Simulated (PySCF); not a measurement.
C₄H₁₀NOP: excited-state calculation

The run: excited-state calculation of C₄H₁₀NOP. Method and program: TDDFT PBE0/def2-SVPD, vertical, gas phase, core orbitals frozen in the response (PySCF 2.14.0).

The geometry comes from this level: GFN2-xTB.

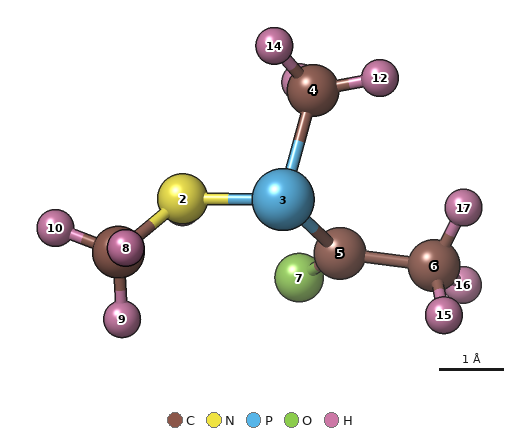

*The input geometry (ball-and-stick view, seen at a tilt; atoms are numbered from 1 in the order of the input).*

Bond lengths as drawn: C–C 1.50 Å, C–H 1.09 Å, C–N 1.46 Å, C–O 1.21 Å, C–P 1.86 to 1.88 Å, H–N 1.02 Å and N–P 1.70 Å.

Summary:

- outcome: converged
- total energy: −629.009072 hartree
- HOMO: −6.65 eV
- LUMO: −0.94 eV
- dipole moment: 1.56 D
- mean polarisability: 87.48 a.u.
- lowest singlet excitation: 3.85 eV
- hardware: 1 CPU thread, shared host
- wall time: 1.9 min
- peak memory: 0.9 GiB

Input file:
```
{"job": {"kind": "uv", "xc": "PBE0", "basis": "def2-SVPD", "nstates": 6, "ntriplets": 2}, "charge": 0, "multiplicity": 1}
C     -2.461189    -1.210563    -0.273567
N     -1.462763    -0.181375    -0.523401
P     -0.322856     0.165815     0.683392
C     -0.002643     1.930449     0.187075
C      1.233319    -0.486464    -0.152795
C      2.512530    -0.344608     0.610404
O      1.138211    -1.014072    -1.233594
H     -2.827435    -1.102483     0.746573
H     -2.082550    -2.229126    -0.400238
H     -3.295016    -1.063178    -0.962418
H     -1.010322    -0.327337    -1.427214
H      0.802497     2.355706     0.781111
H      0.242395     1.994124    -0.872322
H     -0.917231     2.488065     0.377956
H      2.485890    -1.058247     1.433569
H      3.370448    -0.556406    -0.024130
H      2.589718     0.651731     1.039690
```

The first line tells a small driver script what to run in PySCF; the rest is the geometry in Å.

Run as:
```bash
OMP_NUM_THREADS=1 python <driver script> task.json out
```

The program's output:
```
coarse grid: 14320 points
cycle   1  E = -628.8007908276  dE =  7.204e-01  |g| = 7.717e-01  |ddm| = 5.510e+00
cycle   2  E = -628.3902839450  dE =  4.105e-01  |g| = 1.625e+00  |ddm| = 2.593e+00
cycle   3  E = -628.9210196430  dE = -5.307e-01  |g| = 1.822e-01  |ddm| = 1.761e+00
cycle   4  E = -628.9284359207  dE = -7.416e-03  |g| = 6.227e-02  |ddm| = 3.386e-01
cycle   5  E = -628.9292392430  dE = -8.033e-04  |g| = 2.028e-02  |ddm| = 1.190e-01
cycle   6  E = -628.9293391560  dE = -9.991e-05  |g| = 5.049e-03  |ddm| = 3.942e-02
cycle   7  E = -628.9293444613  dE = -5.305e-06  |g| = 1.555e-03  |ddm| = 1.085e-02
final grid: 132680 points
cycle   8  E = -629.0090359956  dE = -2.486e-05  |g| = 1.275e-02  |ddm| = 1.281e-01
cycle   9  E = -629.0089683264  dE =  6.767e-05  |g| = 2.241e-02  |ddm| = 3.567e-02
cycle  10  E = -629.0090692252  dE = -1.009e-04  |g| = 3.338e-03  |ddm| = 2.332e-02
cycle  11  E = -629.0090716534  dE = -2.428e-06  |g| = 2.319e-04  |ddm| = 3.926e-03
cycle  12  E = -629.0090716621  dE = -8.721e-09  |g| = 1.545e-04  |ddm| = 6.715e-04
cycle  13  E = -629.0090716674  dE = -5.288e-09  |g| = 2.845e-05  |ddm| = 3.422e-04
cycle  14  E = -629.0090716676  dE = -2.044e-10  |g| = 1.113e-05  |ddm| = 7.189e-05
```

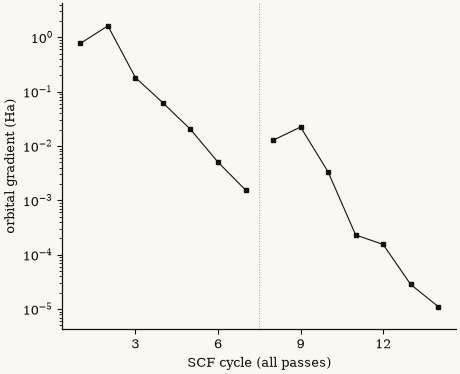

*Convergence of the self-consistent field: orbital gradient against the SCF cycle. The dotted line marks the change from a coarse to the final integration grid.*

The first 7 cycles use a coarse grid, the final grid takes over at cycle 8, and the field converges after 14 cycles in all.

```
converged SCF energy = -629.0090716676

Static polarisability (au): isotropic 87.483, principal 74.362 87.457 100.629

Singlet excitations
state   eV       nm        f      main configurations
  1   3.8516    321.9   0.00426   H->L 0.91
  2   4.6602    266.0   0.01667   H-1->L 0.97
  3   5.6908    217.9   0.01733   H-2->L 0.82, H->L+1 0.09
  4   5.9327    209.0   0.00946   H->L+1 0.62, H-1->L+1 0.28
  5   6.1481    201.7   0.06248   H-1->L+1 0.66, H->L+1 0.23
  6   6.3032    196.7   0.02383   H->L+2 0.94

Triplet excitations (Tamm-Dancoff, eV): 3.2395 4.3784
```

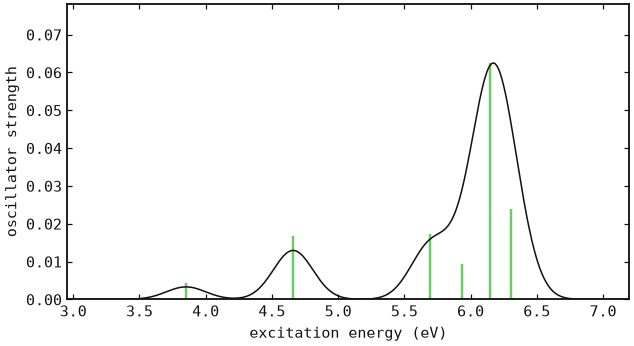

*Computed excitations as sticks (degenerate states added up, dark ones marked on the axis), with a Gaussian envelope of 0.35 eV full width at half maximum, scaled to the tallest.*

Of the 6 states the lowest lies at 3.85 eV (f = 0.004); the strongest line is at 6.15 eV, or 202 nm (f = 0.062).

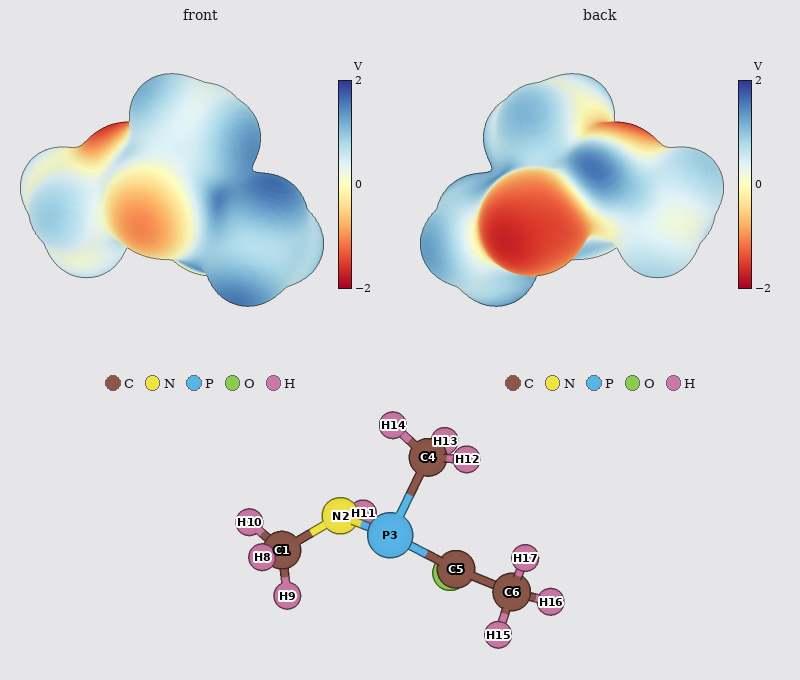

*The molecular electrostatic potential painted on the density surface at 0.004 e/bohr³, seen at a tilt and from behind; the colour scale runs from red (negative) to blue (positive). The bare structure is drawn below in the same view.*

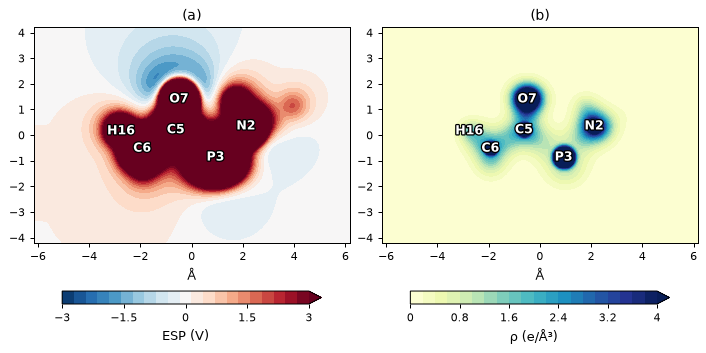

*(a) molecular electrostatic potential; (b) electron density on the plane of atoms P3, C5 and O7.*

Atoms in the plane: N, P, C, O and H. C–O (1.21 Å): ρ at the midpoint is about 3.3 e/Å³. C–C (1.50 Å): ρ at the midpoint is about 1.8 e/Å³. P–N (1.70 Å): ρ is about 1.3 e/Å³ halfway. C–P (1.88 Å): ρ is about 1.1 e/Å³ halfway. C–H (1.09 Å): ρ is about 2 e/Å³ halfway.

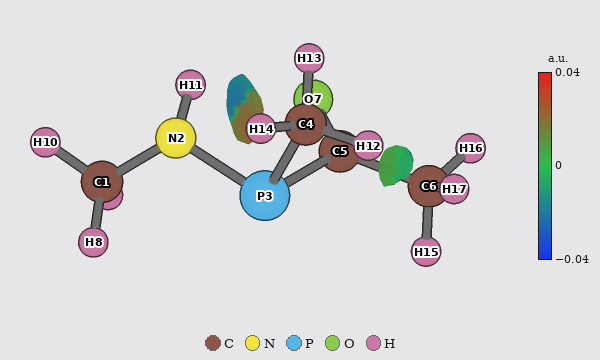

*Non-covalent interaction (NCI) plot: the surface where the reduced density gradient is 0.5, for densities under 0.05 a.u., coloured by sign(λ₂)ρ; seen from the side.*

H11···O7 (2.3 Å): a hydrogen bond (blue, attractive) Between H17 and C6 on one side and H12 and C4 on the other: a weak, van der Waals-like contact (green)
